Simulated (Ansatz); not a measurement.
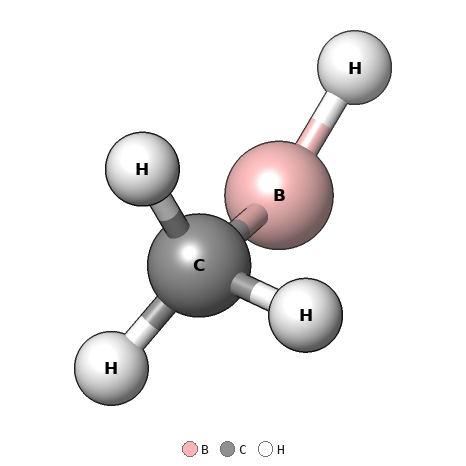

A ball-and-stick model of a molecule. Every bond is drawn as one stick, whatever its order.

State: neutral, doublet.

> Give the formula.

CH₄B, 6 atoms: 1 carbon, 4 hydrogen and 1 boron.

> How many bonds of each kind are drawn?

3 C–H, 1 C–B, 1 B–H. Sticks follow a distance rule.

The parts below concern this one geometry. Atoms keep their numbers from picture to picture. Computed geometry: PBE0-D4/def2-TZVP optimisation. No frequency run is at hand to confirm it as a minimum.

Shape

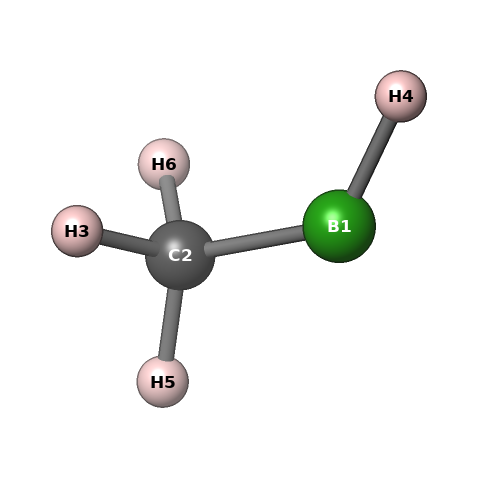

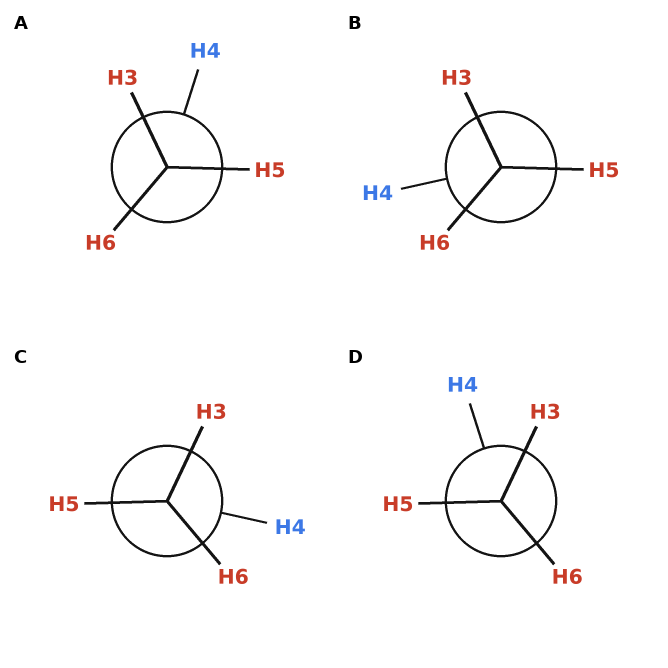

Depth is shown by fading: the farther an atom, the more it takes the colour of the background. Bonds that would overlap in a projection are set slightly apart. No frequency run is at hand to confirm it as a minimum.

> Which Newman projection shows the view along C2–B1, with C2 in front?

B. The torsion angle H3–C2–B1–H4 is −77°, synclinal (gauche).

Charges

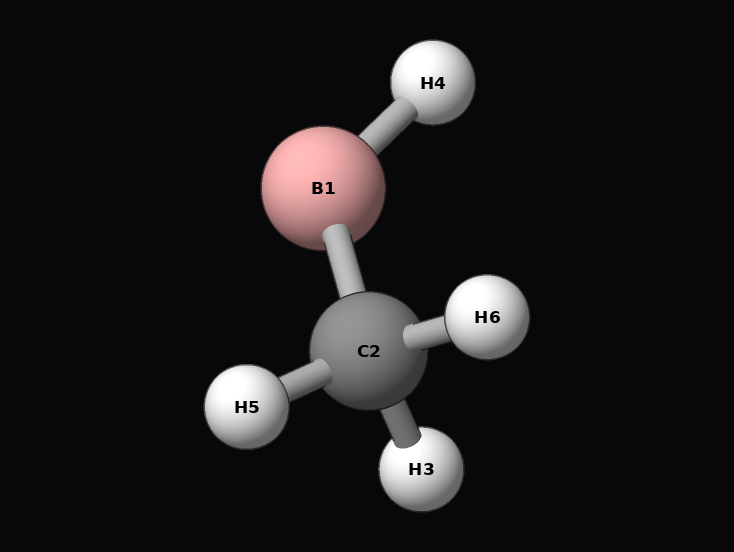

The questions are on Mulliken charges. No frequency run is at hand to confirm it as a minimum. Level of theory: UKS PBE0-D4/def2-TZVP (Ansatz 0.2.0).

> Which atom carries the highest charge (most positive or least negative)?

H3, H5 (0.15 e).

> And the lowest?

C2 (−0.39 e).

Give the Mulliken charges atom by atom.

| atom | value (e) |
| --- | --- |
| B1 | −0.09 |
| C2 | −0.39 |
| H3 | 0.15 |
| H4 | 0.04 |
| H5 | 0.15 |
| H6 | 0.14 |

Dipole moment

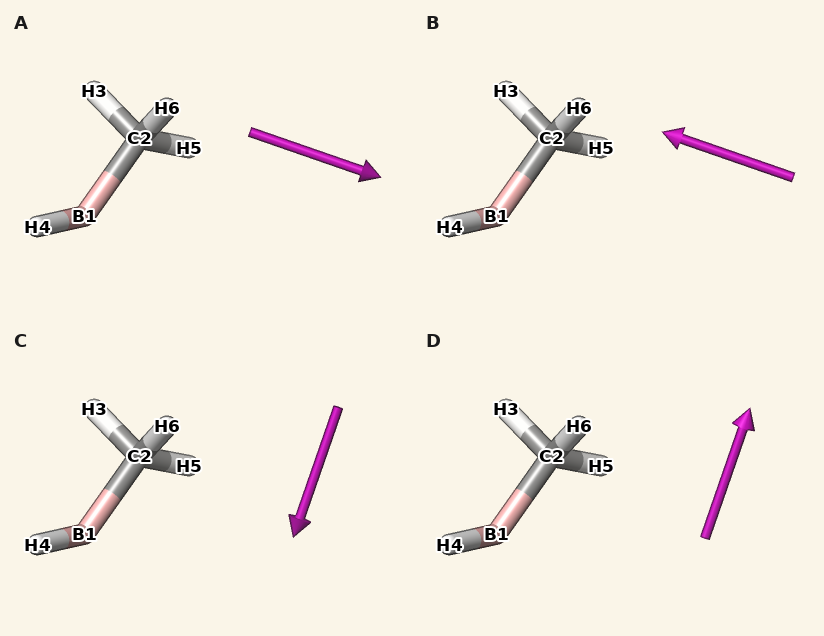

The same molecule four times, each with an arrow. No frequency run is at hand to confirm it as a minimum. Method: UKS PBE0-D4/def2-TZVP (Ansatz 0.2.0).

> Which arrow points along the dipole moment, from the negative to the positive end?

D. The dipole moment is 1.23 D; it points from the side of H4 to the side of H6 (the outermost atoms at the two ends).

Electronic properties

No frequency run is at hand to confirm it as a minimum. Level of theory: UHF-CCSD(T), frozen core/def2-TZVPP (Ansatz 0.2.0).

> Estimate the ⟨S²⟩ of the determinant.

0.754.

> Estimate the T1 diagnostic.

0.011.

Mulliken values depend strongly on the basis set and can even reverse the polarity of a bond.
